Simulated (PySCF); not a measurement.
# B2F4 (diboron tetrafluoride) at 5 levels

We compute a comparison of 5 runs (HF/6-31G**, HF/def2-SVP, B3LYP/6-31G*, PBE0/def2-SVP, BP86/6-31+G*) of B2F4 (diboron tetrafluoride). Input form: a Python script.

The results are computed with PySCF 2.14.0.

### 1 The structure to begin with

The species is B2F4 (6 atoms), meant as a singlet with charge 0. SMILES: `FB(F)B(F)F`. The coordinates come from a GFN2-xTB relaxation.

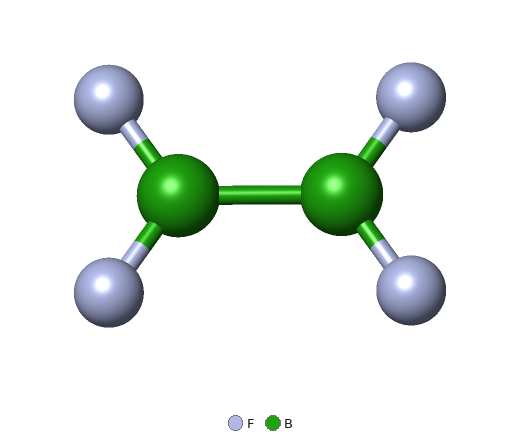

Viewed from a chosen angle; fluorine light blue, boron green.

### 2 Energy and gradient at HF/6-31G(d,p) (spherical functions) (run 1)

Input file job.py:

```python
import pyscf.grad
from pyscf import gto, scf

molecule = gto.M(
    atom='''
F        0.772690      -0.727760       1.613350
B        0.286610      -0.709500       0.390460
F        0.292020      -1.901020      -0.167640
B       -0.286590       0.709540      -0.390440
F       -0.775350       0.727110      -1.612260
F       -0.289380       1.901640       0.166510
''',
    spin=0,
    basis='6-31g**',
    verbose=4,
    max_memory=1860,
    charge=0,
)

mf = scf.RHF(molecule)
mf.conv_tol = 1e-10
mf.kernel()
if not mf.converged:
    mf = mf.newton().run(mf.mo_coeff, mf.mo_occ)

energy = mf.e_tot
print('E = %.10f Eh' % energy)
grad = mf.Gradients().kernel()
mf.analyze()
```

On the command line:

```sh
OMP_NUM_THREADS=1 python job.py
```

The program printed:

```text
PySCF version 2.14.0

[... 74 lines left out ...]
Nuclear Repulsion Energy =             203.918637257726004
[... 12 lines left out ...]
MO #7   energy= -1.6579150500758   occ= 2
[... 10 lines left out ...]
MO #18  energy= -0.708859160170877 occ= 2
[... 10 lines left out ...]
MO #29  energy= 0.487967918291283  occ= 0
[... 10 lines left out ...]
MO #40  energy= 1.37541003815294   occ= 0
[... 10 lines left out ...]
MO #51  energy= 1.65737246268117   occ= 0
[... 10 lines left out ...]
MO #62  energy= 2.11224382449745   occ= 0
[... 10 lines left out ...]
MO #73  energy= 2.43033579231426   occ= 0
[... 10 lines left out ...]
MO #84  energy= 3.66548459795077   occ= 0
[... 93 lines left out ...]
Dipole moment(X, Y, Z, Debye):  0.00004,  0.00007, -0.00005
```

Wall time 16 s (1 thread of Intel Xeon at 2.50GHz (Skylake/Cascade Lake), shared host); peak memory 0.17 GiB.

### 3 Energy and gradient at HF/def2-SVP (run 2)

Input file job.py:

```python
# diboron tetrafluoride
from pyscf import gto, scf

system = gto.Mole()
system.atom = '''
F      1.460172    -1.375267     3.048790
B      0.541614    -1.340761     0.737862
F      0.551838    -3.592407    -0.316794
B     -0.541577     1.340836    -0.737825
F     -1.465199     1.374039    -3.046730
F     -0.546849     3.593579     0.314658
'''
system.max_memory = 1860
system.verbose = 3
system.basis = 'def2-svp'
system.unit = 'bohr'
system.build()

mf = scf.RHF(system)
mf.conv_tol = 1e-10
mf.kernel()
if not mf.converged:
    mf = mf.newton().run(mf.mo_coeff, mf.mo_occ)

etot = mf.e_tot
print('E = %.10f Eh' % etot)
grad = mf.nuc_grad_method().kernel()
dip = mf.dip_moment()
pop, q = mf.mulliken_pop()
```

On the command line:

```sh
OMP_NUM_THREADS=1 python job.py
```

The program printed:

```text
converged SCF energy = -447.004819748271
[... 10 lines left out ...]
Dipole moment(X, Y, Z, Debye):  0.00005,  0.00007, -0.00005
[... 91 lines left out ...]
charge of    5F =     -0.21307
```

Wall time 10 s (1 thread of Intel Xeon at 2.50GHz (Skylake/Cascade Lake), shared host); peak memory 0.17 GiB.

### 4 Energy and forces at B3LYP/6-31G(d) (spherical functions) (run 3)

Input file input.py:

```python
from pyscf import gto, dft

mol = gto.Mole()
mol.atom = '''
F        0.772690      -0.727760       1.613350
B        0.286610      -0.709500       0.390460
F        0.292020      -1.901020      -0.167640
B       -0.286590       0.709540      -0.390440
F       -0.775350       0.727110      -1.612260
F       -0.289380       1.901640       0.166510
'''
mol.basis = '6-31g*'
mol.max_memory = 1860
mol.verbose = 3
mol.build()

myscf = dft.RKS(mol, xc='b3lyp')
myscf.grids.level = 5
myscf.conv_tol = 1e-10
myscf.kernel()
if not myscf.converged:
    myscf = myscf.newton().run(myscf.mo_coeff, myscf.mo_occ)

e_tot = myscf.e_tot
print('E = %.10f Eh' % e_tot)
grad = myscf.nuc_grad_method().kernel()
dip = myscf.dip_moment()
pop, q = myscf.mulliken_pop()
```

On the command line:

```sh
OMP_NUM_THREADS=1 python input.py
```

The program printed:

```text
converged SCF energy = -449.285361691135
[... 10 lines left out ...]
Dipole moment(X, Y, Z, Debye):  0.00002,  0.00004, -0.00007
[... 91 lines left out ...]
charge of    5F =     -0.22264
```

It took 43 s on 1 thread of Intel Xeon at 2.50GHz (Skylake/Cascade Lake), shared host; peak memory 0.82 GiB.

Run 4 isn't shown in full; the table further down has it.

### 5 Energy and forces at BP86/6-31+G(d) (spherical functions) (run 5)

Input file job.py:

```python
# diboron tetrafluoride
import pyscf.grad
from pyscf import gto, dft

mol = gto.M(
    atom='''
F    0.772690  -0.727760   1.613350
B    0.286610  -0.709500   0.390460
F    0.292020  -1.901020  -0.167640
B   -0.286590   0.709540  -0.390440
F   -0.775350   0.727110  -1.612260
F   -0.289380   1.901640   0.166510
''',
    basis='6-31+g*',
    max_memory=1860,
    charge=0,
    verbose=3,
)

ks = dft.RKS(mol)
ks.xc = 'bp86'
ks.grids.level = 5
ks.conv_tol = 1e-10
ks.kernel()
if not ks.converged:
    ks = ks.newton().run(ks.mo_coeff, ks.mo_occ)

e_final = ks.e_tot
print(f'total energy: {e_final:.8f} hartree')
grad = ks.Gradients().kernel()
ks.analyze()
```

On the command line:

```sh
OMP_NUM_THREADS=1 python job.py
```

The program printed:

```text
converged SCF energy = -449.293357341915
[... 14 lines left out ...]
MO #4   energy= -24.3438901553736  occ= 2
[... 12 lines left out ...]
MO #17  energy= -0.453333696013019 occ= 2
[... 12 lines left out ...]
MO #30  energy= 0.0626692280046555 occ= 0
[... 12 lines left out ...]
MO #43  energy= 0.274248180437457  occ= 0
[... 12 lines left out ...]
MO #56  energy= 0.580069166579434  occ= 0
[... 12 lines left out ...]
MO #69  energy= 1.42150997819715   occ= 0
[... 12 lines left out ...]
MO #82  energy= 1.65562935021755   occ= 0
[... 12 lines left out ...]
MO #95  energy= 1.97692957983801   occ= 0
[... 12 lines left out ...]
MO #108 energy= 3.31976442687437   occ= 0
[... 7 lines left out ...]
Dipole moment(X, Y, Z, Debye):  0.00003,  0.00004, -0.00006
```

It took 59 s on 1 thread of Intel Xeon at 2.50GHz (Skylake/Cascade Lake), shared host; peak memory 1.1 GiB.

### 6 All runs side by side

```
run                               level  integration grid  energy (Eh)  dipole moment (D)  HOMO energy (eV)  LUMO energy (eV)  wall time
  1    HF/6-31G** (spherical functions)                 –  -447.357045               0.00            -14.40              1.72       16 s
  2                         HF/def2-SVP                 –  -447.004820               0.00            -14.70              1.28       10 s
  3  B3LYP/6-31G* (spherical functions)                 5  -449.285362               0.00             -9.64             -2.10       43 s
  4                       PBE0/def2-SVP                 5  -448.507091               0.00            -10.27             -2.26       39 s
  5  BP86/6-31+G* (spherical functions)                 5  -449.293357               0.00             -8.88             -3.49       59 s
```

### 7 Results

```
                       quantity          value
            run 5: total energy  -449.29336 Eh
           run 5: dipole moment         0.00 D
             run 5: HOMO energy       -8.88 eV
             run 5: LUMO energy       -3.49 eV
           run 5: HOMO–LUMO gap        5.39 eV
run 5: largest force on an atom     1.414 eV/Å
```

**Reading.** The HOMO–LUMO gap runs from 5.39 eV (BP86/6-31+G*) to 16.13 eV (HF/6-31G**). The two ends differ in method and basis. Totals of different functionals can't be ranked against each other. All runs together took 2.8 min, the longest 59 s.
